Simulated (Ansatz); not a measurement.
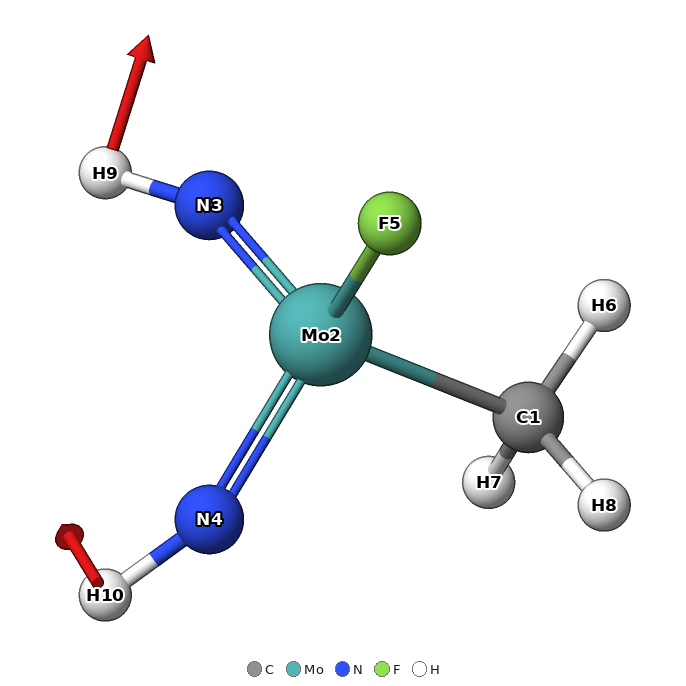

The arrows show one normal mode. Charge 0, singlet. Harmonic vibrations computed with RKS PBE0-D4/def2-TZVP, core potentials on Mo (Ansatz 0.2.0) at a stationary point of the same level.

Describe the motion.

Answer. Mostly H–N–Mo bending.

At what wavenumber does it lie?

Answer. 383 cm⁻¹; it is mode 7 of 24 counted from the lowest.
